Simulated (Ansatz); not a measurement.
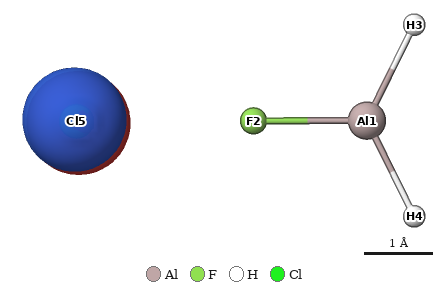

*AlFH$_{2}$···Cl (doublet). The HOMO−1 (α) at ±0.3 Å⁻³ᐟ² (blue and red are the two phases), seen across its widest extent.*

Level of theory: Ansatz, UKS PBE0/def2-SVP.

```xyz
5

Al    0.0000    0.0000   -0.0891
F     0.0000    0.0000    1.5851
H     1.4133    0.0000   -0.7870
H    -1.4133    0.0000   -0.7870
Cl    0.0000    0.0000    4.1980
```

Describe this orbital and give its energy.

Answer. By Hirshfeld shares it lies mainly on Cl5 (about 100 %); it changes sign across the molecular plane (π type). Its energy is −8.87 eV.
